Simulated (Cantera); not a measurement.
Feed: 1 mol AlN, 1.4 mol O2, 35 mol Cl2, at 10.0 mbar.

Cantera equilibrium calculation (NASA polynomials, part measured and part estimated; ideal gas, pure solids and liquids). Candidate condensed phases: Al, AlCl3, AlN, Al2O3; 24 gas species. The tables' values for AlCl2 are old estimates; treat these amounts as uncertain. Condensed phases not in the tables: AlOCl. Rates play no part.

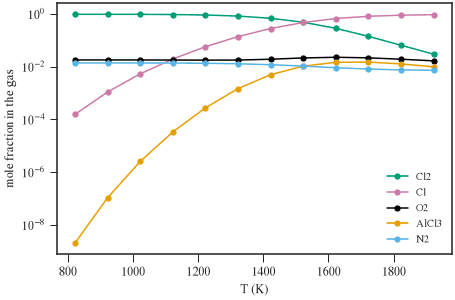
*Equilibrium gas composition (values under 1e-9 drawn at 1e-9)*

Q: Read off the mole fractions at 1323 K.

A: Cl2 about 0.83, Cl about 0.14, O2 about 0.018, N2 about 0.013, AlCl3 about 0.0015.
